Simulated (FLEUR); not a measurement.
# FePt (c factor at fixed volume 1.15 on the database's cell): from one collinear state to anisotropy

Aim: the anisotropy of FePt (c factor at fixed volume 1.15 on the database's cell) from single passes in the potential of one collinear state.

Method: PBE; all-electron FLAPW, Dirac cores, scalar-relativistic bands, in FLEUR MaX-R8.1.

### 1. Starting point

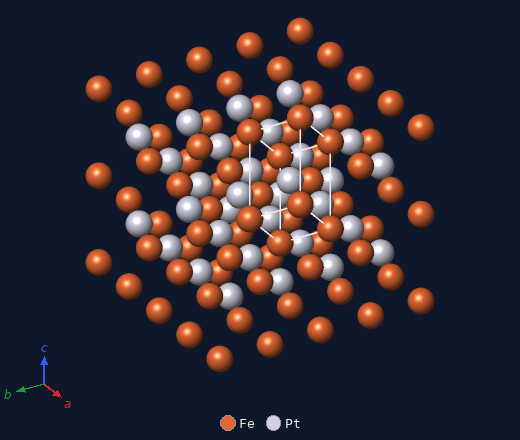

The starting structure, seen from a free direction (iron orange, platinum light grey). 4×4×2 cells are drawn. Some periodic images of atoms are drawn too.

Structure file:

```cif
data_structure
_symmetry_space_group_name_H-M 'P4/mmm'
_symmetry_Int_Tables_number 123
_cell_length_a 2.5397
_cell_length_b 2.5397
_cell_length_c 4.2780
_cell_angle_alpha 90.000
_cell_angle_beta 90.000
_cell_angle_gamma 90.000
_cell_volume 27.59
loop_
_atom_site_label
_atom_site_type_symbol
_atom_site_symmetry_multiplicity
_atom_site_Wyckoff_symbol
_atom_site_fract_x
_atom_site_fract_y
_atom_site_fract_z
_atom_site_occupancy
Fe1 Fe 1 a 0.00000 0.00000 0.00000 1
Pt1 Pt 1 d 0.50000 0.50000 0.50000 1
```

The cell is strained on purpose: c factor at fixed volume 1.15 on the database's cell.

### 2. Reference state

The force theorems are single passes in this state's potential, so it has to be converged first.

No symmetry is used, so that later steps may turn the spins freely; k and −k are joined. inpgen writes inp.xml from crystal.txt; cutoffs, mixing, functional, smearing and local orbitals are then set in the file. The k list scf (kpts.xml, not shown) is a Γ-centred 12×12×12 mesh; where the ranks do not divide the number of points, some are split in two of half the weight.

Input file inp.xml:

```
<?xml version="1.0" encoding="UTF-8" standalone="no"?>
<fleurInput fleurInputVersion="0.39">
   <comment>
      FePt
   </comment>
   <calculationSetup>
      <cutoffs Kmax="3.6" Gmax="10.8" GmaxXC="10.8" numbands="0"/>
      <scfLoop itmax="110" minDistance="0.00002" maxIterBroyd="15" imix="Anderson" alpha="0.05" precondParam="0.0" spinf="2.0" sdNocoIR="T"/>
      <coreElectrons ctail="F" frcor="F" kcrel="0" coretail_lmax="0"/>
      <xcFunctional name="pbe" relativisticCorrections="F"/>
      <magnetism jspins="2" l_noco="F" l_ss="F">
         <qss>0.0 0.0 0.0</qss>
         <mtNocoParams l_mperp="F" l_mtNocoPot="F" l_relaxSQA="F" mag_mixing_scheme="0" mix_RelaxWeightOffD="1.0" l_constrained="F" mix_constr="1.0"/>
         <sourceFreeMag l_sourceFree="F" l_scaleMag="F" mag_scale="1.0"/>
      </magnetism>
      <soc l_soc="F" theta="0.0" phi="0.0" spav="F"/>
      <expertModes spex="0" secvar="F"/>
      <geometryOptimization l_f="F" forcealpha="1.0" forcemix="BFGS" epsdisp="0.00001" epsforce="0.00001"/>
      <ldaU l_linMix="F" mixParam="0.05" spinf="1.0"/>
   </calculationSetup>
   <cell>
      <bzIntegration valenceElectrons="32.0" mode="hist" fermiSmearingEnergy="0.00183747">
         <kPointListSelection listName="scf"/>
         <xi:include xmlns:xi="http://www.w3.org/2001/XInclude" href="kpts.xml"> </xi:include>
      </bzIntegration>
      <xi:include xmlns:xi="http://www.w3.org/2001/XInclude" href="sym.xml"> </xi:include>
      <bulkLattice scale="1.0">
         <bravaisMatrix>
            <row-1>    4.7992936914868354     0.0000000000000000     0.0000000000000000</row-1>
            <row-2>    0.0000000000000000     4.7992936914868354     0.0000000000000000</row-2>
            <row-3>    0.0000000000000000     0.0000000000000000     8.0842483610387994</row-3>
         </bravaisMatrix>
      </bulkLattice>
   </cell>
   <atomSpecies>
      <species name="Iron (Fe) 2.800" element="Fe" atomicNumber="26">
         <mtSphere radius="2.34" gridPoints="1003" logIncrement="0.0123"/>
         <atomicCutoffs lmax="8" lnonsphr="6"/>
         <electronConfig flipSpins="F">
            <coreConfig>(1s1/2) (2s1/2) (2p1/2) (2p3/2)</coreConfig>
            <valenceConfig>(3s1/2) (3p1/2) (3p3/2) (4s1/2) (3d3/2) (3d5/2)</valenceConfig>
            <stateOccupation state="(3d3/2)" spinUp="1.4" spinDown="1.0"/>
            <stateOccupation state="(3d5/2)" spinUp="3.0" spinDown="0.6"/>
         </electronConfig>
         <energyParameters s="4" p="4" d="3" f="4"/>
         <lo type="SCLO" l="0" n="3" eDeriv="0"/>
         <lo type="SCLO" l="1" n="3" eDeriv="0"/>
      </species>
      <species name="Platinum (Pt)" element="Pt" atomicNumber="78">
         <mtSphere radius="2.34" gridPoints="1003" logIncrement="0.0131"/>
         <atomicCutoffs lmax="8" lnonsphr="6"/>
         <electronConfig flipSpins="F">
            <coreConfig>(1s1/2) (2s1/2) (2p1/2) (2p3/2) (3s1/2) (3p1/2) (3p3/2) (4s1/2) (3d3/2) (3d5/2) (4p1/2) (4p3/2) (5s1/2) (4d3/2) (4d5/2) (4f5/2) (4f7/2)</coreConfig>
            <valenceConfig>(5p1/2) (5p3/2) (6s1/2) (5d3/2) (5d5/2)</valenceConfig>
            <stateOccupation state="(6s1/2)" spinUp="0.500000" spinDown="0.500000"/>
            <stateOccupation state="(5d3/2)" spinUp="1.800000" spinDown="1.800000"/>
            <stateOccupation state="(5d5/2)" spinUp="2.700000" spinDown="2.700000"/>
         </electronConfig>
         <energyParameters s="6" p="6" d="5" f="5"/>
         <lo type="SCLO" l="1" n="5" eDeriv="0"/>
      </species>
   </atomSpecies>
   <atomGroups>
      <atomGroup species="Iron (Fe) 2.800">
         <relPos label="                   1">.0000000000 .0000000000 .0000000000</relPos>
         <force calculate="T" relaxXYZ="TTT"/>
         <nocoParams  alpha="0.0" beta="0.0"/>
      </atomGroup>
      <atomGroup species="Platinum (Pt)">
         <relPos label="                   2">1.000/2.000 1.000/2.000 1.000/2.000</relPos>
         <force calculate="T" relaxXYZ="TTT"/>
         <nocoParams  alpha="0.0" beta="0.0"/>
      </atomGroup>
   </atomGroups>
   <output dos="F" band="F" slice="F">
      <bandDOS minEnergy="-.5*Htr" maxEnergy="0.5*Htr" sigma="0.015" storeEVData="T"/>
      <plotting iplot="0" polar="F">
         <plot TwoD="T" vec1="  1.0  0.0  0.0" vec2="  0.0  1.0  0.0" vec3="  0.0  0.0  1.0" zero="  0.0  0.0  0.0" file="plot"/>
      </plotting>
      <moessbauerParams electricFieldGradient="F" isomerShift="F" coreHyperfine="F" valenceHyperfine="F"/>
   </output>
</fleurInput>
```

Input file crystal.txt:

```
FePt
&input film=F cartesian=F /
2.53967685000  0.00000000000  0.00000000000
0.00000000000  2.53967685000  0.00000000000
0.00000000000  0.00000000000  4.27800000000
1.8897261246
1.0 1.0 1.0

2
26 0.00000000000  0.00000000000  0.00000000000 : 2.800
78 0.50000000000  0.50000000000  0.50000000000

&kpt div1=12 div2=12 div3=12 gamma=T /
```

Started as:

```console
OMP_NUM_THREADS=1 inpgen -f crystal.txt -nosym -noco > inpgen.log  # inp.xml is then edited as shown
OMP_NUM_THREADS=1 mpirun -n 4 fleur_MPI > fleur.log
```

The log of the run:

```text
Welcome to FLEUR        (www.flapw.de)
      MaX-Release 8.1          (www.max-centre.eu)

 ========== k-point set info ==========
 Selected k-point list: scf
 k-point list type: mesh
 0 x 0 x 0
 Number of k points: 868

 ------------Calculation Setup---------------------------
 Number of MPI-tasks      :            4
 Number of PE/node        :            4
 Number of OMP-threads    :            1
 k-points in parallel     :            4
 pe's per k-point         :            1
 No of k-point loops      :          217
 Eigenvalue solver        :       lapack
 Number of basis functions:          168
 Approximate size of matrices (H+S) per k-point:         0.001 GB
 --------------------------------------------------------
 Complex matrix made real
 Complex matrix made real
 Iteration:     1   Distance:      46.01166516 me/bohr^3
 Iteration:     2   Distance:      14.45322319 me/bohr^3
 Iteration:     3   Distance:      12.92001802 me/bohr^3
 Iteration:     4   Distance:       7.66462496 me/bohr^3
 Iteration:     5   Distance:       8.29645540 me/bohr^3
 Iteration:     6   Distance:       5.53578941 me/bohr^3
 Iteration:     7   Distance:       2.99907980 me/bohr^3
 Iteration:     8   Distance:       0.97740816 me/bohr^3
 Iteration:     9   Distance:       1.13916702 me/bohr^3
 Iteration:    10   Distance:       0.78312756 me/bohr^3
 Iteration:    11   Distance:       0.26992401 me/bohr^3
 Iteration:    12   Distance:       0.25784380 me/bohr^3
 Iteration:    13   Distance:       0.04743698 me/bohr^3
 Iteration:    14   Distance:       0.03285214 me/bohr^3
 Iteration:    15   Distance:       0.01894858 me/bohr^3
 Iteration:    16   Distance:       0.01926655 me/bohr^3
 Iteration:    17   Distance:       0.01900325 me/bohr^3
 Iteration:    18   Distance:       0.00596148 me/bohr^3
 Iteration:    19   Distance:       0.00183840 me/bohr^3
 Iteration:    20   Distance:       0.00147689 me/bohr^3
 Iteration:    21   Distance:       0.00056103 me/bohr^3
 Iteration:    22   Distance:       0.00027232 me/bohr^3
 Iteration:    23   Distance:       0.00015373 me/bohr^3
 Iteration:    24   Distance:       0.00007513 me/bohr^3
 Iteration:    25   Distance:       0.00001937 me/bohr^3

 ********************************************************************
 Run finished successfully
 Stop message:
   all done
 ********************************************************************

--- out.xml (last complete iteration) ---
<iteration numberForCurrentRun="   25" overallNumber="   25">
         [... left out ...]
         <bandgap value="0.0000000000" units="eV"/>
         <sumValenceSingleParticleEnergies value="-17.8862784530" units="Htr"/>
         <FermiEnergy value="0.4369563722" units="Htr"/>
         <valenceDensity>
            <mtCharges spin="1">
               <mtCharge atomType="1" total="8.8482764" s="1.1773825" p="3.1664456" d="4.4854641" f="0.0144844"/>
               <mtCharge atomType="2" total="7.1605529" s="0.2259559" p="3.1268916" d="3.7785191" f="0.0228146"/>
            </mtCharges>
            <mtCharges spin="2">
               <mtCharge atomType="1" total="5.9686615" s="1.1757437" p="3.1734161" d="1.6032886" f="0.0125381"/>
               <mtCharge atomType="2" total="6.8957171" s="0.2353186" p="3.1614619" d="3.4716973" f="0.0214997"/>
            </mtCharges>
            <spinDependentCharge spin="1" total="17.5316723" interstitial="1.5228429" mtSpheres="16.0088293"/>
            <spinDependentCharge spin="2" total="14.4683277" interstitial="1.6039492" mtSpheres="12.8643785"/>
            <totalCharge value="32.0000000000"/>
         </valenceDensity>
         [... left out ...]
         <allElectronCharges>
            <spinDependentCharge spin="1" total="53.5316723" interstitial="1.5240734" mtSpheres="52.0075989"/>
            <spinDependentCharge spin="2" total="50.4683277" interstitial="1.6051825" mtSpheres="48.8631453"/>
            <totalCharge value="104.0000000083"/>
         </allElectronCharges>
         <magneticMomentsInMTSpheres units="muBohr">
            <globalMagMoment atomType="1" vec="0.00000   0.00000   2.87961"/>
            <localMagMoment atomType="1" vec="0.00000   0.00000   2.87961"/>
            <globalMagMoment atomType="2" vec="0.00000   0.00000   0.26484"/>
            <localMagMoment atomType="2" vec="0.00000   0.00000   0.26484"/>
         </magneticMomentsInMTSpheres>
         <moessbauerParams unitsHFF="kG" unitsIS="e/bohr^3" unitsEFG="Htr/bohr^2">
         </moessbauerParams>
         <totalEnergy value="   -19719.5301432009" units="Htr">
            <sumOfEigenvalues value="   -12060.0875995035">
               <coreElectrons value="-12042.2013210505"/>
               <valenceElectrons value="-17.8862784530"/>
            </sumOfEigenvalues>
            <densityCoulombPotentialIntegral value="-33921.0282727533"/>
            <densityEffectivePotentialIntegral value="-34461.3251275838"/>
            <chargeDenXCDenIntegral value="-413.3090619508"/>
            <FockExchangeEnergyValence value="0.0000000000"/>
            <FockExchangeEnergyCore value="0.0000000000"/>
            <atomTypeDependentContributions atomType="1">
               <electronNucleiInteractionDifferentMTs value="1519.5040569302"/>
               <MadelungTerm value="-11.9984644888"/>
            </atomTypeDependentContributions>
            <atomTypeDependentContributions atomType="2">
               <electronNucleiInteractionDifferentMTs value="23168.9159340606"/>
               <MadelungTerm value="-46.5260174742"/>
            </atomTypeDependentContributions>
            <tkbTimesEntropy value="0.0004514453"/>
            <freeEnergy value="-19719.5305946462"/>
            <extrapolationTo0K value="-19719.5303689236"/>
         </totalEnergy>
         <densityConvergence units="me/bohr^3">
            <chargeDensity spin="1" distance="0.0000112207"/>
            <chargeDensity spin="2" distance="0.0000098047"/>
            <overallChargeDensity distance="0.0000193712"/>
            <spinDensity distance="0.0000082962"/>
         </densityConvergence>
      </iteration>
```

Run time: 3.6 min. Hardware: 4 MPI ranks of Arm Neoverse V2, shared host; peak memory 0.6 GiB.

Spin moment in the muffin-tin sphere by atom:

| atom | spin moment in the muffin-tin sphere (μB) |
| --- | --- |
| Fe1 | 2.88 |
| Pt2 | 0.26 |

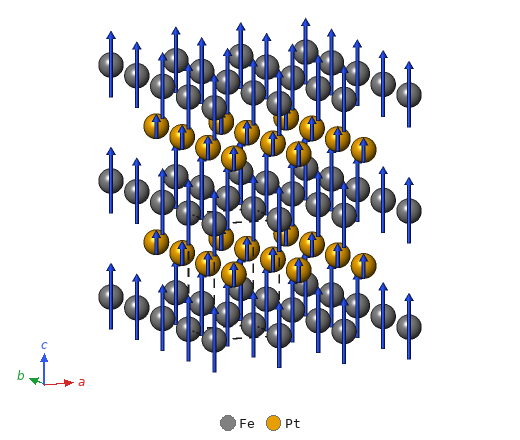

Spin moment in the muffin-tin sphere as arrows, the longest 2.88 μB. Up and down stand for the sign. Arrows give size and sign along the axis of quantisation, drawn up and down the page. Each arrow also spans its atom, so small moments look longer than they are. 3×4×2 cells are drawn. Some periodic images of atoms are drawn too.

Numbers from this step:

| Property | Result |
| --- | --- |
| free energy | -536595.7636 eV |
| program's band gap on this mesh (in a metal only a level spacing) | 0 eV |
| magnetization | 3.063 μB |
| final state | ferromagnetic |

After 25 cycles the largest moment stands at 2.88 μB.

### 3. Energy against the direction of the moments, rung 1

Anisotropy is a small difference, so it is taken from sums over occupied states at a frozen potential, where most errors cancel.

One pass with spin–orbit coupling for each direction, from the saved density. Inversion lets half of the mesh serve, which the program's warning doesn't know. The k list mae (kpts.xml, not shown) is a Γ-centred 15×15×9 mesh.

Changes to inp.xml since step 2:

```diff
@@ -6,4 +6,4 @@
    <calculationSetup>
-      <cutoffs Kmax="3.6" Gmax="10.8" GmaxXC="10.8" numbands="0"/>
-      <scfLoop itmax="110" minDistance="0.00002" maxIterBroyd="15" imix="Anderson" alpha="0.05" precondParam="0.0" spinf="2.0" sdNocoIR="T"/>
+      <cutoffs Kmax="3.6" Gmax="10.8" GmaxXC="10.8" numbands="72"/>
+      <scfLoop itmax="1" minDistance="0.00002" maxIterBroyd="15" imix="Anderson" alpha="0.05" precondParam="0.0" spinf="2.0" sdNocoIR="T"/>
       <coreElectrons ctail="F" frcor="F" kcrel="0" coretail_lmax="0"/>
@@ -15,3 +15,3 @@
       </magnetism>
-      <soc l_soc="F" theta="0.0" phi="0.0" spav="F"/>
+      <soc l_soc="T" theta="0.0" phi="0.0" spav="F"/>
       <expertModes spex="0" secvar="F"/>
@@ -22,3 +22,3 @@
       <bzIntegration valenceElectrons="32.0" mode="hist" fermiSmearingEnergy="0.00183747">
-         <kPointListSelection listName="scf"/>
+         <kPointListSelection listName="mae"/>
          <xi:include xmlns:xi="http://www.w3.org/2001/XInclude" href="kpts.xml"> </xi:include>
@@ -81,2 +81,5 @@
    </output>
+   <forceTheorem>
+      <MAE theta="0.0 1.5707963 1.5707963 0.7853982" phi="0.0 0.0 0.7853982 0.0"/>
+   </forceTheorem>
 </fleurInput>
```

Started as:

```console
OMP_NUM_THREADS=1 mpirun -n 4 fleur_MPI -warn_only > fleur.log
```

The log of the run:

```text
[banner, memory and clock lines left out]
Welcome to FLEUR        (www.flapw.de)
      MaX-Release 8.1          (www.max-centre.eu)
************FLEUR-Warning*****************
Error message: k-point set is not compatible to missing time-reversal symmetry in calculation.
Error occurred in subroutine: gen_bz
Error from PE:2/4
*****************************************
************FLEUR-Warning*****************
Error message: k-point set is not compatible to missing time-reversal symmetry in calculation.
Error occurred in subroutine: gen_bz
Error from PE:0/4
Other PEs with error messages:
     2-k-point set is not compatible to missing time-reversal symmetry in calculation.
*****************************************

 ========== k-point set info ==========
 Selected k-point list: mae
 k-point list type: mesh
 0 x 0 x 0
 Number of k points: 1016

 [... set-up left out ...]
 ********************************************************************
 Run finished successfully
 Stop message:
   Forcetheorem MAE
 ********************************************************************

--- out.xml (force theorem) ---
<Forcetheorem_MAE Angles="4" units="Htr">
            <Angle theta="0.0000000" phi="0.0000000" ev-sum="-17.933935612"/>
            <Angle theta="1.5707963" phi="0.0000000" ev-sum="-17.933818627"/>
            <Angle theta="1.5707963" phi="0.7853982" ev-sum="-17.933821671"/>
            <Angle theta="0.7853982" phi="0.0000000" ev-sum="-17.933881248"/>
         </Forcetheorem_MAE>
```

Run time: 66 s. Hardware: 4 MPI ranks; peak memory 1 GiB; 4.4 min of CPU time.

Anisotropy energies, by row:

| axis | x | y | z | band energy less the first axis' (meV a cell) |
| --- | --- | --- | --- | --- |
| [001] | 0 | 0 | 1 | 0 |
| [100] | 1 | 0 | 0 | 3.183 |
| [110] | 0.7071 | 0.7071 | 0 | 3.1 |
| 45 degrees from [001] toward [100] | 0.7071 | 0 | 0.7071 | 1.479 |

Indices are those of the standard conventional cell; x, y, z give the same directions in the axes of the input.

### 4. Energy against the direction of the moments, rung 2

A second rung shows how far the first can be trusted.

The k list mae (kpts.xml, not shown) is a Γ-centred 22×22×13 mesh.

inp.xml is that of step 3.

The log of the run:

```text
[banner, memory and clock lines left out]
Welcome to FLEUR        (www.flapw.de)
      MaX-Release 8.1          (www.max-centre.eu)
************FLEUR-Warning*****************
Error message: k-point set is not compatible to missing time-reversal symmetry in calculation.
Error occurred in subroutine: gen_bz
Error from PE:0/4
Other PEs with error messages:
     1-k-point set is not compatible to missing time-reversal symmetry in calculation.
     2-k-point set is not compatible to missing time-reversal symmetry in calculation.
[...]
*****************************************
 [... set-up left out ...]
 ********************************************************************
 Run finished successfully
 Stop message:
   Forcetheorem MAE
 ********************************************************************

--- out.xml (force theorem) ---
<Forcetheorem_MAE Angles="4" units="Htr">
            <Angle theta="0.0000000" phi="0.0000000" ev-sum="-17.933872962"/>
            <Angle theta="1.5707963" phi="0.0000000" ev-sum="-17.933794540"/>
            <Angle theta="1.5707963" phi="0.7853982" ev-sum="-17.933794262"/>
            <Angle theta="0.7853982" phi="0.0000000" ev-sum="-17.933834125"/>
         </Forcetheorem_MAE>
```

Run time: 3.3 min. Hardware: 4 MPI ranks; peak memory 2.7 GiB; 13 min of CPU time.

Anisotropy energies, by row:

| axis | x | y | z | band energy less the first axis' (meV a cell) |
| --- | --- | --- | --- | --- |
| [001] | 0 | 0 | 1 | 0 |
| [100] | 1 | 0 | 0 | 2.134 |
| [110] | 0.7071 | 0.7071 | 0 | 2.142 |
| 45 degrees from [001] toward [100] | 0.7071 | 0 | 0.7071 | 1.057 |

[end of part 1 of 2]

[Logs and program files are shortened in this print: banners, set-up blocks, solver, clock and traceback lines can be left out without a mark of their own.]

[Logs are printed without paths, hosts, clocks, repeated set-up lines and the standing remarks that a program may print on its own settings, such as how far it seeks lower states.]

[Hosts, paths, dates, database ids (printed as entryN), source tags and the programs' standing remarks are cut or masked in the printed files.]

[Where a cell is said to come from a database of computed structures, the database is the Materials Project.]
